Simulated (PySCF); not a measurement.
# CH4InNS (SMILES S=C[NH][InH2]): SVWN5/ANO-RCC-MB (sfX2C)

What is the vertical ionisation energy of CH4InNS at SVWN5/ANO-RCC-MB (sfX2C)? 

Program for the calculation: PySCF 2.14.0.

### Step 1. The molecule

CH4InNS: 8 atoms, total charge 0, spin state singlet. SMILES: `S=C[NH][InH2]`. The coordinates come from a PBE0-D4/def2-TZVP relaxation. This is one conformer, not always the lowest.

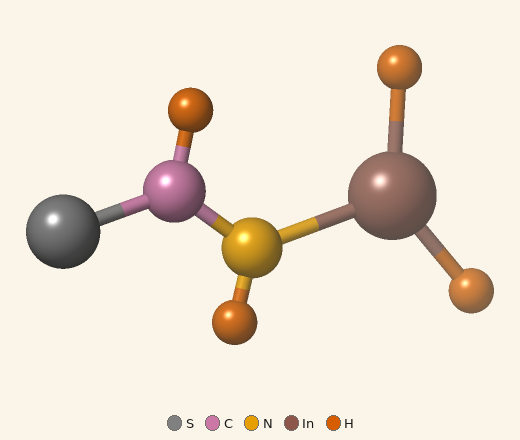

Viewed from a chosen angle; sulfur grey, carbon pink, nitrogen amber, indium brown, hydrogen orange.

### Step 2. The energy at SVWN5/ANO-RCC-MB (sfX2C)

File run.py:

```python
from pyscf import gto, dft

mol = gto.Mole()
mol.atom = '''
S    1.077600   2.713600   0.357400
C    0.504300   1.285100  -0.197100
N    0.104900   0.242600   0.543700
In  -0.618600  -1.559100  -0.172500
H    0.418700   1.113400  -1.274600
H    0.196000   0.431800   1.536700
H   -0.658800  -1.589600  -1.874300
H   -1.024000  -2.637700   1.080600
'''
mol.max_memory = 1860
mol.basis = 'ano-rcc-mb'
mol.charge = 0
mol.verbose = 4
mol.build()

mf = dft.RKS(mol)
mf.xc = 'svwn'
mf = mf.x2c()
mf.grids.level = 4
mf.conv_tol = 1e-10
mf.kernel()
if not mf.converged:
    mf = mf.newton().run(mf.mo_coeff, mf.mo_occ)

e_tot = mf.e_tot
print(f'total energy: {e_tot:.8f} hartree')
```

The run is started by

```bash
$ OMP_NUM_THREADS=1 python run.py
```

The program printed:

```text
PySCF version 2.14.0

[INPUT] num. atoms = 8
[INPUT] num. electrons = 82
[INPUT] charge = 0
[INPUT] spin (= nelec alpha-beta = 2S) = 0
[INPUT] symmetry False subgroup None
[INPUT] Mole.unit = angstrom
[INPUT] Symbol           X                Y                Z      unit          X                Y                Z       unit  Magmom
[INPUT]  1 S      1.077600000000   2.713600000000   0.357400000000 AA    2.036368871831   5.127960811620   0.675388116920 Bohr   0.0
[INPUT]  2 C      0.504300000000   1.285100000000  -0.197100000000 AA    0.952988884618   2.428487042679  -0.372465019152 Bohr   0.0
[INPUT]  3 N      0.104900000000   0.242600000000   0.543700000000 AA    0.198232270467   0.458447557819   1.027444093926 Bohr   0.0
[INPUT]  4 In    -0.618600000000  -1.559100000000  -0.172500000000 AA   -1.168984580656  -2.946272000809  -0.325977756487 Bohr   0.0
[INPUT]  5 H      0.418700000000   1.113400000000  -1.274600000000 AA    0.791228328355   2.104021067091  -2.408644918371 Bohr   0.0
[INPUT]  6 H      0.196000000000   0.431800000000   1.536700000000 AA    0.370386320415   0.815983740587   2.903942135619 Bohr   0.0
[INPUT]  7 H     -0.658800000000  -1.589600000000  -1.874300000000 AA   -1.244951570863  -3.003908647609  -3.541913675272 Bohr   0.0
[INPUT]  8 H     -1.024000000000  -2.637700000000   1.080600000000 AA   -1.935079551555  -4.984530598765   2.042038050205 Bohr   0.0

nuclear repulsion = 371.173098660409
number of shells = 13
number of NR pGTOs = 311
number of NR cGTOs = 50
basis = ano-rcc-mb
ecp = {}

******** <class 'pyscf.x2c.sfx2c1e.sfX2C1eRKS'> ********
method = sfX2C1eRKS
initial guess = minao
damping factor = 0
level_shift factor = 0
DIIS = <class 'pyscf.scf.diis.CDIIS'>
diis_start_cycle = 1
diis_space = 8
diis_damp = 0
SCF conv_tol = 1e-10
SCF conv_tol_grad = None
SCF max_cycles = 50
direct_scf = True
direct_scf_tol = 1e-13
XC library pyscf.dft.libxc version 7.0.0
    S. Lehtola, C. Steigemann, M. J.T. Oliveira, and M. A.L. Marques.,  SoftwareX 7, 1–5 (2018)
XC functionals = svwn
    P. A. M. Dirac.,  Math. Proc. Cambridge Philos. Soc. 26, 376 (1930)
    F. Bloch.,  Z. Phys. 57, 545 (1929)
    S. H. Vosko, L. Wilk, and M. Nusair.,  Can. J. Phys. 58, 1200 (1980)
radial grids:
    Treutler-Ahlrichs [JCP 102, 346 (1995); DOI:10.1063/1.469408] (M4) radial grids

becke partition: Becke, JCP 88, 2547 (1988); DOI:10.1063/1.454033
pruning grids: <function nwchem_prune>
grids dens level: 4
symmetrized grids: False
atomic radii adjust function: <function treutler_atomic_radii_adjust>
small_rho_cutoff = 0

******** <class 'pyscf.x2c.sfx2c1e.SpinFreeX2CHelper'> ********
approx = 1e
xuncontract = 1
Set gradient conv threshold to 1e-05
Initial guess from minao.
tot grids = 180136
init E= -6367.79941031866
  HOMO = -0.265594058794591  LUMO = -0.114246105439499  gap/eV = 4.11839
cycle= 1 E= -6367.21252057843  delta_E= 0.587  |g|= 0.348  |ddm|= 3.81
  HOMO = -0.145682571451499  LUMO = -0.121292159046199  gap/eV = 0.66370
cycle= 2 E= -6365.83092178382  delta_E= 1.38  |g|= 1.22  |ddm|= 3.67
  HOMO = -0.250648843943294  LUMO = -0.133848569831346  gap/eV = 3.17830
cycle= 3 E= -6367.15524213537  delta_E= -1.32  |g|= 0.611  |ddm|=  3.6
  HOMO = -0.227973092945543  LUMO = -0.137172725256342  gap/eV = 2.47080
cycle= 4 E= -6367.2747055877  delta_E= -0.119  |g|= 0.0617  |ddm|= 0.873
  HOMO = -0.184312040480132  LUMO = -0.14536645782953  gap/eV = 1.05976
cycle= 5 E= -6367.27308902277  delta_E= 0.00162  |g|= 0.0907  |ddm|= 0.514
  HOMO = -0.200481424603909  LUMO = -0.143475802788596  gap/eV = 1.55120
cycle= 6 E= -6367.27832466402  delta_E= -0.00524  |g|= 0.00852  |ddm|= 0.282
  HOMO = -0.19867958952545  LUMO = -0.144076870404652  gap/eV = 1.48582
cycle= 7 E= -6367.27836648915  delta_E= -4.18e-05  |g|= 0.0014  |ddm|= 0.0272
  HOMO = -0.198952946513466  LUMO = -0.143990754028624  gap/eV = 1.49560
cycle= 8 E= -6367.27836783626  delta_E= -1.35e-06  |g|= 0.000335  |ddm|= 0.0044
  HOMO = -0.19899930235275  LUMO = -0.143995670393331  gap/eV = 1.49673
cycle= 9 E= -6367.27836790744  delta_E= -7.12e-08  |g|= 6.29e-05  |ddm|= 0.000896
  HOMO = -0.199008618237931  LUMO = -0.143993938780253  gap/eV = 1.49703
cycle= 10 E= -6367.27836791053  delta_E= -3.09e-09  |g|= 1.82e-05  |ddm|= 0.000187
  HOMO = -0.199013773852249  LUMO = -0.143992035726225  gap/eV = 1.49722
cycle= 11 E= -6367.27836791083  delta_E= -3.03e-10  |g|= 3.29e-06  |ddm|= 7.42e-05
  HOMO = -0.199013466563722  LUMO = -0.143992265290289  gap/eV = 1.49720
cycle= 12 E= -6367.27836791083  delta_E= -1.82e-12  |g|= 6.39e-07  |ddm|= 8.3e-06
  HOMO = -0.199013701489667  LUMO = -0.143992169833697  gap/eV = 1.49721
Extra cycle  E= -6367.27836791083  delta_E=    0  |g|= 1.93e-06  |ddm|= 5.55e-06
converged SCF energy = -6367.27836791083
total energy: -6367.27836791 hartree
```

Wall time 17 s (1 thread of Arm Neoverse V1, shared host); peak memory 0.18 GiB.

### Step 3. The doublet cation at the same level

File input.py:

```python
from pyscf import gto, dft

mol = gto.M(
    atom=[
    ('S', (1.077600, 2.713600, 0.357400)),
    ('C', (0.504300, 1.285100, -0.197100)),
    ('N', (0.104900, 0.242600, 0.543700)),
    ('In', (-0.618600, -1.559100, -0.172500)),
    ('H', (0.418700, 1.113400, -1.274600)),
    ('H', (0.196000, 0.431800, 1.536700)),
    ('H', (-0.658800, -1.589600, -1.874300)),
    ('H', (-1.024000, -2.637700, 1.080600)),
],
    basis='ano-rcc-mb',
    max_memory=1860,
    charge=1,
    verbose=3,
    spin=1,
)

myscf = dft.UKS(mol)
myscf.xc = 'svwn'
myscf = myscf.x2c()
myscf.grids.level = 4
myscf.conv_tol = 1e-10
myscf.kernel()
if not myscf.converged:
    myscf = myscf.newton().run(myscf.mo_coeff, myscf.mo_occ)

e_final = myscf.e_tot
print('Final energy', e_final)
```

The run is started by

```bash
$ OMP_NUM_THREADS=1 python input.py
```

The program printed:

```text
WARN: HOMO -0.467765655376942 >= LUMO -0.467348176997092

converged SCF energy = -6366.93801579558  <S^2> = 0.75224036  2S+1 = 2.0022391
Final energy -6366.938015795582
```

Run time: 21 s. Hardware: 1 thread of Arm Neoverse V1, shared host; peak memory 0.19 GiB.

### Step 4. Summary of results

Level: SVWN5/ANO-RCC-MB (sfX2C).

```
                                          quantity           value
                     singlet CH4InNS: total energy  -6367.27837 Eh
                    singlet CH4InNS: dipole moment          4.24 D
                      singlet CH4InNS: HOMO energy        -5.42 eV
                      singlet CH4InNS: LUMO energy        -3.92 eV
                    singlet CH4InNS: HOMO–LUMO gap         1.50 eV
                      doublet cation: total energy  -6366.93802 Eh
doublet cation: HOMO energy (highest over α and β)       -13.22 eV
 doublet cation: LUMO energy (lowest over α and β)       -13.07 eV
                              doublet cation: ⟨S²⟩           0.752
vertical ionisation energy (to the doublet cation)        9.261 eV
```

In words: Removing an electron at fixed nuclei costs 9.26 eV (894 kJ/mol). The negative HOMO energy of the first species, 5.42 eV, lies 3.85 eV below that difference. In a minimal basis such a difference can be off by several eV, whatever the method.
